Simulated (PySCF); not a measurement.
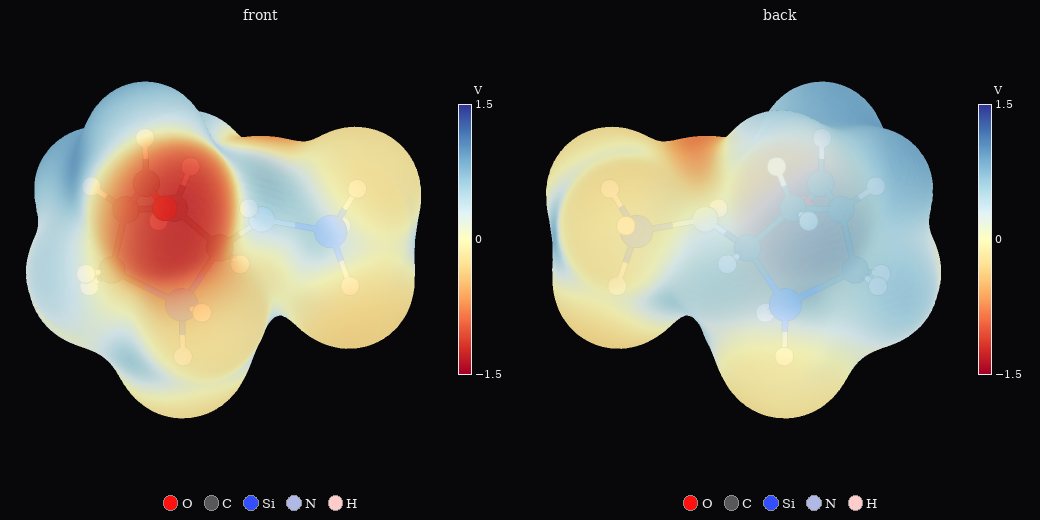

The picture shows: C5H13NOSi2. The molecular electrostatic potential painted on the density surface at 0.001 e/bohr³, seen from the front and from behind; red is negative and blue positive.

Geometry: GFN2-xTB.

Level of theory: PBE0/pcSseg-1, SCF density, gas phase, non-relativistic (PySCF 2.14.0).

Input

```
{"job": {"kind": "nmr", "xc": "PBE0", "basis": "pcSseg-1"}, "charge": 0, "multiplicity": 1}
O     -1.332614     1.142590     1.584481
C     -1.791945     1.130175     0.473710
C     -1.875836    -0.088052    -0.387294
C     -1.804231    -1.347589     0.472856
Si     0.020261    -1.435781     1.012996
C      0.634080    -0.338636    -0.448656
N      1.281488     0.897483    -0.059637
Si     2.979068     1.124244    -0.084442
C     -0.626268    -0.066622    -1.292304
H     -2.148139     2.064179    -0.003037
H     -2.780995    -0.040038    -1.001591
H     -2.510696    -1.286336     1.297913
H     -2.079490    -2.212774    -0.129220
H      0.332713    -0.892328     2.327058
H      0.535848    -2.804611     0.877222
H      1.355836    -0.871224    -1.072960
H      0.760774     1.391769     0.647976
H      3.158556     2.546884     0.193411
H      3.405760     0.752599    -1.435995
H      3.749331     0.318882     0.878702
H     -0.532603     0.888884    -1.813074
H     -0.741309    -0.854312    -2.038963
```

Command:

```sh
OMP_NUM_THREADS=1 python probes_run.py task.json out
```

Describe the electrostatic potential map.

The most negative region (about −1.2 V) lies over O1, the most positive (about +0.9 V) over C2, C3, H10 and H11. O1 is the likeliest acceptor of a hydrogen bond.
